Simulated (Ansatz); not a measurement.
**Geometry relaxation of CH7AlB2O2 (part 1 of 2)**

- system: CH7AlB2O2
- method: RKS PBE0-D4/def2-SVP (Ansatz 0.2.0)

It belongs to a series of runs on one base structure; here: end point B relaxed.

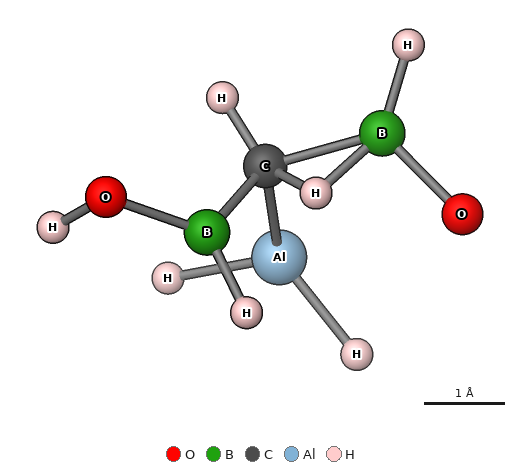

The structure as given in the input (ball-and-stick view, seen at a tilt). Sticks mark near contacts.

**Input**
```yaml
crystal:
  periodic: [false, false, false]
  atoms:
    - { symbol: O, position_ang: [-2.3398, -1.0615, 0.1657] }
    - { symbol: B, position_ang: [-1.1193, -0.4059, 0.5232] }
    - { symbol: C, position_ang: [-0.0842, -0.0303, -0.6122] }
    - { symbol: Al, position_ang: [1.6858, -1.0884, -0.3284] }
    - { symbol: B, position_ang: [0.2798, 1.5184, -0.5791] }
    - { symbol: O, position_ang: [0.85, 2.1584, 0.6331] }
    - { symbol: H, position_ang: [-2.1834, -1.9885, 0.1749] }
    - { symbol: H, position_ang: [-0.8362, -0.1819, 1.6571] }
    - { symbol: H, position_ang: [-0.4613, -0.2731, -1.5532] }
    - { symbol: H, position_ang: [1.548, -2.6618, -0.615] }
    - { symbol: H, position_ang: [2.5448, -0.6943, 0.9194] }
    - { symbol: H, position_ang: [0.1171, 2.1911, -1.5097] }
    - { symbol: H, position_ang: [-0.22444, 0.72677, 0.11944] }
basis:
  gaussian: { orbitals: def2-SVP }
hamiltonian:
  xc: pbe0
  dispersion: d4
relax:
  f_tol: 0.02
  max_steps: 50
output:
  orbitals: {}
```

Run on 2 threads of Intel Xeon (Sapphire Rapids), 16 GiB of memory available, shared host.

Launched with:
```bash
ansatz run input.yaml --threads 2 --pin off --max-ram 3072MiB --backend cpu --events-out ev --progress --plain --runs-dir out
```

**Log**
```
The last accepted step is kept in [file] (removed where the run ends without a failure and the disk answers)
Engine: ansatz 0.2.0, x86_64-unknown-linux-gnu
Functional definition: PBE0
  parameter a = 0.25
  parameter kappa = 0.804
  parameter beta = 0.06672455060314922
  exchange = (1 - a)*pbe_x(kappa = kappa, mu = beta*pi^2/3) + a*exact_x
  correlation = pbe_c(beta = beta)
1324 factors; integrals over basis functions are off by at most 3.5e-4 eV
mean field evaluation 1: about -13162.9898 eV, gradient 6.9e1 eV
mean field evaluation 2: about -13071.1746 eV, gradient 1.6e2 eV
mean field evaluation 4: about -13171.8979 eV, gradient 1.8e1 eV
mean field evaluation 8: about -13172.9179 eV, gradient 4.3e-1 eV
mean field evaluation 16: about -13172.9749 eV, gradient 6.6e-4 eV
mean field -13172.97490586 eV, -484.0978988272 hartree, gradient 7.9e-5 eV, S^2 0.000000; 0 other end points of the search recorded, 0 dependent functions left out
the calculation of the forces begins
reference -13172.97493880 eV, -484.0979000378 hartree; 26, 26 occupied and 97, 97 virtual orbitals, 1324 factors
relax step   1: F+E_penalty+E_count = -13173.20543270 eV  Δ(F+E_penalty+E_count) = +0.000e0 eV  max|allowed force component| = 8.085e0 eV/Å  Δτ_max = 0.0000 Å  (30 SCF iters, accepted)
these checks for a lower state are left out or cut short: starts, cluster_reference, orbital_swaps, neighbouring_geometries, increment
1324 factors; integrals over basis functions are off by at most 3.9e-4 eV
mean field -13175.20244550 eV, -484.1797593990 hartree, gradient 2.1e-5 eV, S^2 0.000000; 0 other end points of the search recorded, 0 dependent functions left out
[... from here on the field's lines of each further geometry are left out, up to the last ...]
relax step   2: F+E_penalty+E_count = -13175.43467023 eV  Δ(F+E_penalty+E_count) = -2.229e0 eV  max|allowed force component| = 4.755e0 eV/Å  Δτ_max = 0.1950 Å  (38 SCF iters, accepted)
relax step   3: F+E_penalty+E_count = -13176.19136391 eV  Δ(F+E_penalty+E_count) = -7.567e-1 eV  max|allowed force component| = 4.983e0 eV/Å  Δτ_max = 0.1958 Å  (37 SCF iters, accepted)
relax step   4: F+E_penalty+E_count = -13176.67772446 eV  Δ(F+E_penalty+E_count) = -4.864e-1 eV  max|allowed force component| = 1.238e0 eV/Å  Δτ_max = 0.1914 Å  (31 SCF iters, accepted)
relax step   5: F+E_penalty+E_count = -13177.10326844 eV  Δ(F+E_penalty+E_count) = -4.255e-1 eV  max|allowed force component| = 1.671e0 eV/Å  Δτ_max = 0.1952 Å  (31 SCF iters, accepted)
relax step   6: F+E_penalty+E_count = -13177.49989081 eV  Δ(F+E_penalty+E_count) = -3.966e-1 eV  max|allowed force component| = 1.150e0 eV/Å  Δτ_max = 0.1960 Å  (31 SCF iters, accepted)
relax step   7: F+E_penalty+E_count = -13177.82886062 eV  Δ(F+E_penalty+E_count) = -3.290e-1 eV  max|allowed force component| = 9.746e-1 eV/Å  Δτ_max = 0.2000 Å  (30 SCF iters, accepted)
relax step   8: F+E_penalty+E_count = -13178.13170782 eV  Δ(F+E_penalty+E_count) = -3.028e-1 eV  max|allowed force component| = 2.270e0 eV/Å  Δτ_max = 0.1937 Å  (32 SCF iters, accepted)
relax step   9: F+E_penalty+E_count = -13178.45622356 eV  Δ(F+E_penalty+E_count) = -3.245e-1 eV  max|allowed force component| = 1.306e0 eV/Å  Δτ_max = 0.2000 Å  (31 SCF iters, accepted)
relax step  10: F+E_penalty+E_count = -13178.63824464 eV  Δ(F+E_penalty+E_count) = -1.820e-1 eV  max|allowed force component| = 7.853e-1 eV/Å  Δτ_max = 0.1997 Å  (31 SCF iters, accepted)
relax step  11: F+E_penalty+E_count = -13178.70841350 eV  Δ(F+E_penalty+E_count) = -7.017e-2 eV  max|allowed force component| = 6.810e-1 eV/Å  Δτ_max = 0.1941 Å  (30 SCF iters, accepted)
relax step  12: F+E_penalty+E_count = -13178.67034525 eV  Δ(F+E_penalty+E_count) = +3.807e-2 eV  max|allowed force component| = 1.369e0 eV/Å  Δτ_max = 0.1998 Å  (30 SCF iters, rejected (line search))
relax step  13: F+E_penalty+E_count = -13178.73807871 eV  Δ(F+E_penalty+E_count) = -2.967e-2 eV  max|allowed force component| = 1.735e-1 eV/Å  Δτ_max = 0.0975 Å  (31 SCF iters, accepted)
relax step  14: F+E_penalty+E_count = -13178.74923387 eV  Δ(F+E_penalty+E_count) = -1.116e-2 eV  max|allowed force component| = 1.833e-1 eV/Å  Δτ_max = 0.0970 Å  (30 SCF iters, accepted)
relax step  15: F+E_penalty+E_count = -13178.75955108 eV  Δ(F+E_penalty+E_count) = -1.032e-2 eV  max|allowed force component| = 3.710e-1 eV/Å  Δτ_max = 0.1463 Å  (31 SCF iters, accepted)
relax step  16: F+E_penalty+E_count = -13178.76321915 eV  Δ(F+E_penalty+E_count) = -3.668e-3 eV  max|allowed force component| = 8.515e-1 eV/Å  Δτ_max = 0.1951 Å  (29 SCF iters, accepted)
relax step  17: F+E_penalty+E_count = -13178.77434346 eV  Δ(F+E_penalty+E_count) = -1.112e-2 eV  max|allowed force component| = 6.829e-1 eV/Å  Δτ_max = 0.1033 Å  (30 SCF iters, accepted)
relax step  18: F+E_penalty+E_count = -13178.78209086 eV  Δ(F+E_penalty+E_count) = -7.747e-3 eV  max|allowed force component| = 1.054e0 eV/Å  Δτ_max = 0.1625 Å  (29 SCF iters, accepted)
relax step  19: F+E_penalty+E_count = -13178.78182369 eV  Δ(F+E_penalty+E_count) = +2.672e-4 eV  max|allowed force component| = 1.573e0 eV/Å  Δτ_max = 0.1623 Å  (29 SCF iters, rejected (line search))
relax step  20: F+E_penalty+E_count = -13178.79931588 eV  Δ(F+E_penalty+E_count) = -1.723e-2 eV  max|allowed force component| = 3.579e-1 eV/Å  Δτ_max = 0.0782 Å  (31 SCF iters, accepted)
relax step  21: F+E_penalty+E_count = -13178.81018392 eV  Δ(F+E_penalty+E_count) = -1.087e-2 eV  max|allowed force component| = 2.735e-1 eV/Å  Δτ_max = 0.1000 Å  (31 SCF iters, accepted)
relax step  22: F+E_penalty+E_count = -13178.82707836 eV  Δ(F+E_penalty+E_count) = -1.689e-2 eV  max|allowed force component| = 3.699e-1 eV/Å  Δτ_max = 0.1487 Å  (31 SCF iters, accepted)
relax step  23: F+E_penalty+E_count = -13178.84700328 eV  Δ(F+E_penalty+E_count) = -1.992e-2 eV  max|allowed force component| = 1.066e0 eV/Å  Δτ_max = 0.1999 Å  (29 SCF iters, accepted)
relax step  24: F+E_penalty+E_count = -13178.87742379 eV  Δ(F+E_penalty+E_count) = -3.042e-2 eV  max|allowed force component| = 1.024e0 eV/Å  Δτ_max = 0.1969 Å  (29 SCF iters, accepted)
relax step  25: F+E_penalty+E_count = -13178.91529178 eV  Δ(F+E_penalty+E_count) = -3.787e-2 eV  max|allowed force component| = 9.362e-1 eV/Å  Δτ_max = 0.1953 Å  (29 SCF iters, accepted)
relax step  26: F+E_penalty+E_count = -13178.98167503 eV  Δ(F+E_penalty+E_count) = -6.638e-2 eV  max|allowed force component| = 7.221e-1 eV/Å  Δτ_max = 0.1952 Å  (31 SCF iters, accepted)
relax step  27: F+E_penalty+E_count = -13179.03008508 eV  Δ(F+E_penalty+E_count) = -4.841e-2 eV  max|allowed force component| = 3.007e-1 eV/Å  Δτ_max = 0.1195 Å  (30 SCF iters, accepted)
relax step  28: F+E_penalty+E_count = -13179.13273034 eV  Δ(F+E_penalty+E_count) = -1.026e-1 eV  max|allowed force component| = 2.743e-1 eV/Å  Δτ_max = 0.1953 Å  (31 SCF iters, accepted)
relax step  29: F+E_penalty+E_count = -13179.26761852 eV  Δ(F+E_penalty+E_count) = -1.349e-1 eV  max|allowed force component| = 3.570e-1 eV/Å  Δτ_max = 0.1950 Å  (31 SCF iters, accepted)
relax step  30: F+E_penalty+E_count = -13179.37924599 eV  Δ(F+E_penalty+E_count) = -1.116e-1 eV  max|allowed force component| = 4.417e-1 eV/Å  Δτ_max = 0.1911 Å  (30 SCF iters, accepted)
relax step  31: F+E_penalty+E_count = -13179.36172736 eV  Δ(F+E_penalty+E_count) = +1.752e-2 eV  max|allowed force component| = 1.086e0 eV/Å  Δτ_max = 0.1907 Å  (30 SCF iters, rejected (line search))
relax step  32: F+E_penalty+E_count = -13179.43926723 eV  Δ(F+E_penalty+E_count) = -6.002e-2 eV  max|allowed force component| = 2.251e-1 eV/Å  Δτ_max = 0.0929 Å  (30 SCF iters, accepted)
relax step  33: F+E_penalty+E_count = -13179.45515947 eV  Δ(F+E_penalty+E_count) = -1.589e-2 eV  max|allowed force component| = 2.209e-1 eV/Å  Δτ_max = 0.0955 Å  (30 SCF iters, accepted)
relax step  34: F+E_penalty+E_count = -13179.46880314 eV  Δ(F+E_penalty+E_count) = -1.364e-2 eV  max|allowed force component| = 3.032e-1 eV/Å  Δτ_max = 0.1476 Å  (29 SCF iters, accepted)
relax step  35: F+E_penalty+E_count = -13179.48382173 eV  Δ(F+E_penalty+E_count) = -1.502e-2 eV  max|allowed force component| = 2.149e-1 eV/Å  Δτ_max = 0.0671 Å  (30 SCF iters, accepted)
relax step  36: F+E_penalty+E_count = -13179.50136202 eV  Δ(F+E_penalty+E_count) = -1.754e-2 eV  max|allowed force component| = 6.241e-1 eV/Å  Δτ_max = 0.1936 Å  (29 SCF iters, accepted)
relax step  37: F+E_penalty+E_count = -13179.50702173 eV  Δ(F+E_penalty+E_count) = -5.660e-3 eV  max|allowed force component| = 6.925e-1 eV/Å  Δτ_max = 0.1129 Å  (30 SCF iters, accepted)
relax step  38: F+E_penalty+E_count = -13179.51640611 eV  Δ(F+E_penalty+E_count) = -9.384e-3 eV  max|allowed force component| = 4.825e-1 eV/Å  Δτ_max = 0.2000 Å  (29 SCF iters, accepted)
relax step  39: F+E_penalty+E_count = -13179.52605135 eV  Δ(F+E_penalty+E_count) = -9.645e-3 eV  max|allowed force component| = 1.413e-1 eV/Å  Δτ_max = 0.0734 Å  (31 SCF iters, accepted)
relax step  40: F+E_penalty+E_count = -13179.52752550 eV  Δ(F+E_penalty+E_count) = -1.474e-3 eV  max|allowed force component| = 7.907e-2 eV/Å  Δτ_max = 0.0548 Å  (32 SCF iters, accepted)
relax step  41: F+E_penalty+E_count = -13179.52804196 eV  Δ(F+E_penalty+E_count) = -5.165e-4 eV  max|allowed force component| = 8.783e-2 eV/Å  Δτ_max = 0.0559 Å  (32 SCF iters, accepted)
relax step  42: F+E_penalty+E_count = -13179.52779571 eV  Δ(F+E_penalty+E_count) = +2.462e-4 eV  max|allowed force component| = 1.032e-1 eV/Å  Δτ_max = 0.0361 Å  (31 SCF iters, rejected (line search))
the calculation of the forces begins
reference -13179.31856488 eV, -484.3310239963 hartree; 26, 26 occupied and 97, 97 virtual orbitals, 1322 factors
relax step  43: F+E_penalty+E_count = -13179.52830900 eV  Δ(F+E_penalty+E_count) = -2.670e-4 eV  max|allowed force component| = 7.370e-3 eV/Å  Δτ_max = 0.0176 Å  (33 SCF iters, accepted)
1322 factors; integrals over basis functions are off by at most 5.1e-4 eV
mean field evaluation 320: about -13178.1210 eV, gradient 2.3e1 eV
```

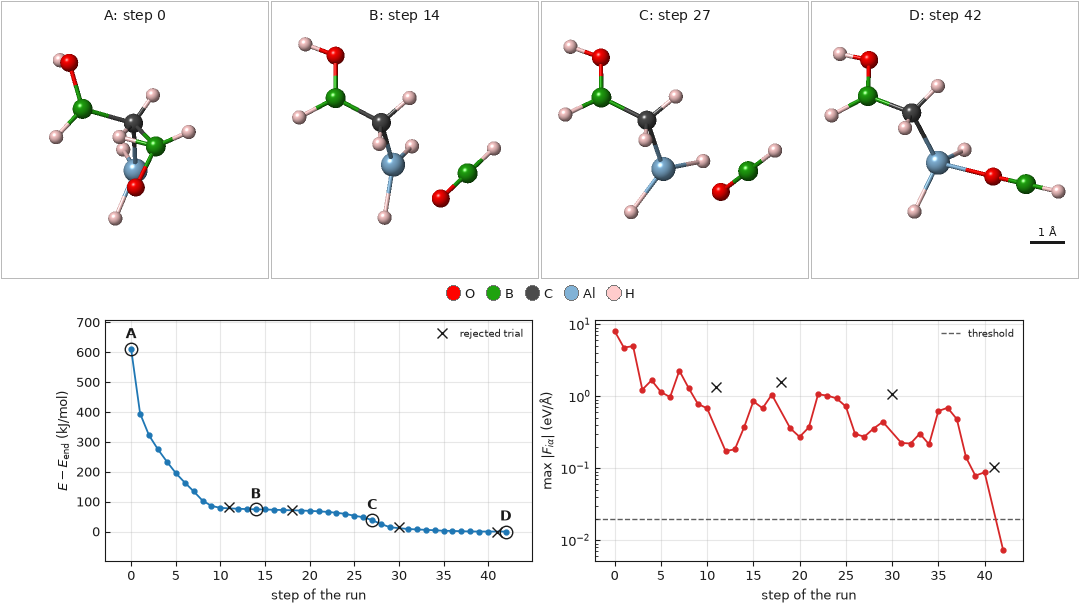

Frames of the relaxation (ball-and-stick view, seen at a tilt) above the curves, on which the letters mark them (the first geometry is step 0 here and step 1 in the log).

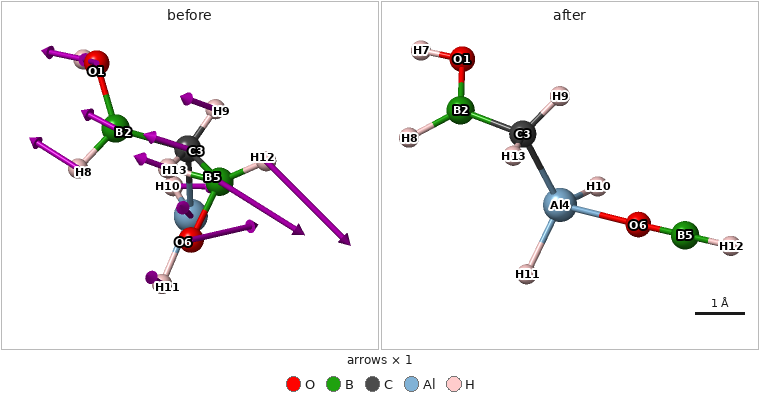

Before (left) and after (right) the relaxation, at one scale (ball-and-stick view, seen at a tilt). The pink arrows give the displacements, at true length. Over 42 geometry steps the energy falls by 610.1 kJ/mol. Largest force component: 8.1 eV/Å at the start, 0.0074 eV/Å at the end. The line search rejected the trial steps at points 11, 18, 30, 41 (counted from 0) and went back. The atom that moves furthest after the best rigid fit is H12 (2.49 Å). Largest moves by element: H 2.49 Å, B 2.10 Å, O 2.01 Å, C 1.08 Å, Al 0.96 Å. Among the contacts that change: B5–H13 1.170 → 3.939 Å, C3–B5 1.591 → 4.040 Å, Al4–O6 3.488 → 2.032 Å, B5–O6 1.485 → 1.204 Å. New bonds form: Al4–O6 (3.49 → 2.03 Å). Bonds break: B5–H13 (1.17 → 3.94 Å), C3–B5 (1.59 → 4.04 Å). Among the angles that change: O6–B5–H12 117.3° → 180.0°, B2–C3–H13 65.7° → 111.9°, H9–C3–H13 137.7° → 111.1°. (Atoms are counted from 1 in the order of the input.)

```
mean field -13179.31852935 eV, -484.3310226906 hartree, gradient 1.0e-5 eV, S^2 0.000000; 1 other end points of the search recorded, 0 dependent functions left out
the calculation of the forces begins
reference -13179.31856488 eV, -484.3310239963 hartree; 26, 26 occupied and 97, 97 virtual orbitals, 1322 factors
Total energy: -13179.52834453 eV, -484.3387332562 hartree
Atom 0 at    -2.054564    -2.274993     0.075186 Å, force    -0.002848    -0.006821     0.006765 eV/Å
Atom 1 at    -1.495687    -1.282955     0.829089 Å, force     0.003046     0.002496    -0.004786 eV/Å
Atom 2 at    -0.865532    -0.058147     0.146981 Å, force    -0.007370    -0.002299     0.004791 eV/Å
Atom 3 at     1.083282    -0.376719    -0.080338 Å, force    -0.001265    -0.004727    -0.002518 eV/Å
Atom 4 at     1.862700     2.422652    -1.503701 Å, force     0.003945     0.006981    -0.003180 eV/Å
Atom 5 at     1.580794     1.383102    -0.965225 Å, force    -0.002956     0.001277     0.000728 eV/Å
Atom 6 at    -2.369202    -3.005819     0.613999 Å, force     0.002871     0.004548    -0.006058 eV/Å
Atom 7 at    -1.468023    -1.428412     2.042494 Å, force     0.000022     0.003149     0.001152 eV/Å
Atom 8 at    -1.279690     0.127594    -0.859137 Å, force     0.004626    -0.000712     0.002974 eV/Å
Atom 9 at     1.558987    -1.345185    -1.261390 Å, force     0.000965     0.001386    -0.000296 eV/Å
Atom 10 at     2.018417    -0.240201     1.212259 Å, force    -0.000142    -0.000014    -0.000620 eV/Å
Atom 11 at     2.139598     3.442915    -2.031766 Å, force    -0.001326    -0.006286     0.003237 eV/Å
Atom 12 at    -0.934221     0.845136     0.776789 Å, force     0.000433     0.001021    -0.002189 eV/Å
Dipole moment:     0.281338     1.091663    -0.491159 e Å
```

**Trajectory as extended XYZ (Å, eV, eV/Å), 17 of the 43 frames kept, from step=1 to step=43**
```
13
Properties=species:S:1:pos:R:3:forces:R:3 step=1 energy=-13173.20543
O    -2.3398   -1.0615    0.1657    1.9670   2.3873   0.6548
B    -1.1193   -0.4059    0.5232   -2.3605  -3.2453  -0.6212
C    -0.0842   -0.0303   -0.6122    1.6098  -4.3798  -0.2065
Al    1.6858   -1.0884   -0.3284   -1.2688  -0.0119   1.3801
B     0.2798    1.5184   -0.5791    6.3607   8.0849   3.9077
O     0.8500    2.1584    0.6331   -3.0810  -3.9897  -5.5755
H    -2.1834   -1.9885    0.1749   -0.1352  -1.5161  -0.0633
H    -0.8362   -0.1819    1.6571   -0.1526   0.3779   0.3717
H    -0.4613   -0.2731   -1.5532   -1.4580   0.1761  -1.7822
H     1.5480   -2.6618   -0.6150    0.0801   0.3126  -0.6160
H     2.5448   -0.6943    0.9194    0.4271   0.3041  -0.2307
H     0.1171    2.1911   -1.5097   -0.5463   0.1449  -1.3885
H    -0.2244    0.7268    0.1194   -1.4423   1.3552   4.1695
13
Properties=species:S:1:pos:R:3:forces:R:3 step=4 energy=-13176.67772
O    -2.3241   -1.2371    0.2153    0.2280  -0.6376  -0.0782
B    -1.1626   -0.6213    0.5771    0.1626   0.2861   0.0083
C    -0.1635   -0.0287   -0.5104   -0.6689  -0.3803   1.0493
Al    1.4755   -1.0605   -0.0843    0.0945  -0.0160  -0.2163
B     0.6059    1.7057   -0.6266    0.3549   1.2384  -0.8108
O     0.9456    2.1731    0.4733    0.4695   0.3445   0.3440
H    -2.2695   -2.2020    0.1428   -0.2580   0.3746   0.0020
H    -0.9454   -0.3813    1.7560    0.0449  -0.2003  -0.0311
H    -0.6817   -0.1258   -1.4788    0.1210   0.2680   0.1768
H     1.5138   -2.4775   -0.8182    0.0309   0.0829   0.0467
H     2.5966   -0.5502    0.9051   -0.1062  -0.0492  -0.0072
H     0.4573    2.1150   -1.7827    0.1034  -0.5417   0.4123
H    -0.2710    0.8997    0.2266   -0.5766  -0.7694  -0.8959
```
